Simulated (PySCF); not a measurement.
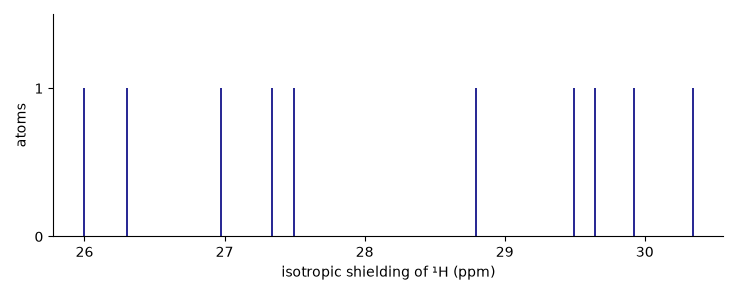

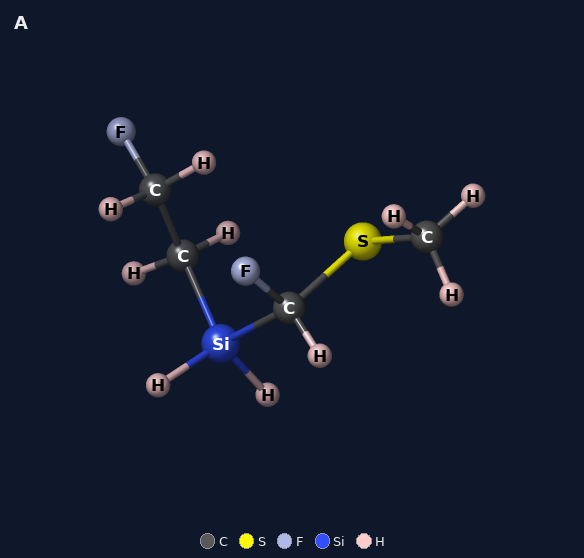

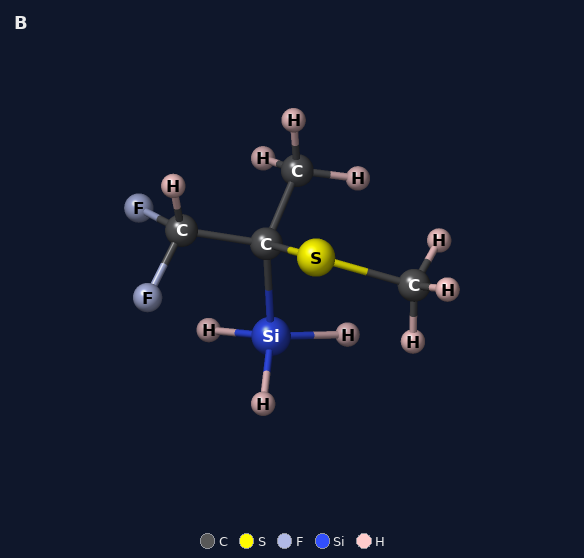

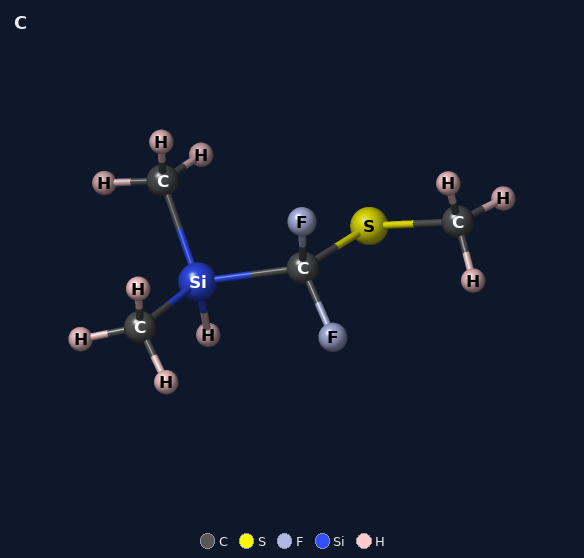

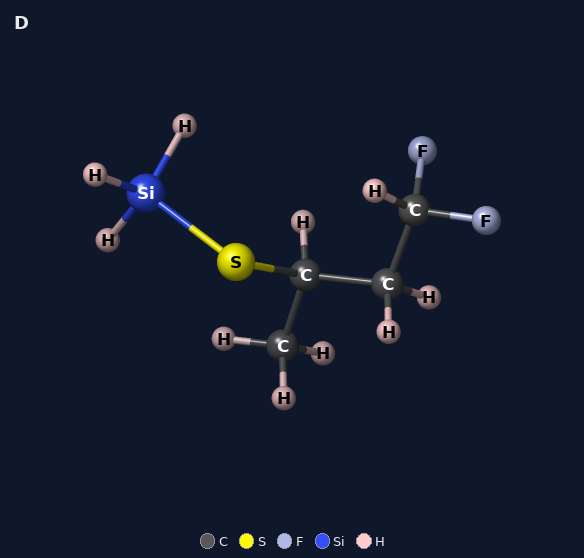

The sticks are computed shieldings of one of the molecules, for one fixed geometry (GFN2-xTB) without averaging over rotations. Low shielding means a high chemical shift. Method: GIAO PBE0/pcSseg-1 NMR shielding, non-relativistic, gas phase (PySCF 2.14.0).

Which molecule gives this pattern?

A, `CS[C@@H](F)[SiH2]CCF`. Its 10 H atoms give lines at 25.99, 26.30, 26.98, 27.34, 27.50, 28.80, 29.50, 29.65, 29.92, 30.34 ppm.

The geometry is semi-empirical. Around Si such bond lengths and angles can be off by a tenth of an ångström or more and by several degrees, and values that hang on the shape move with them.
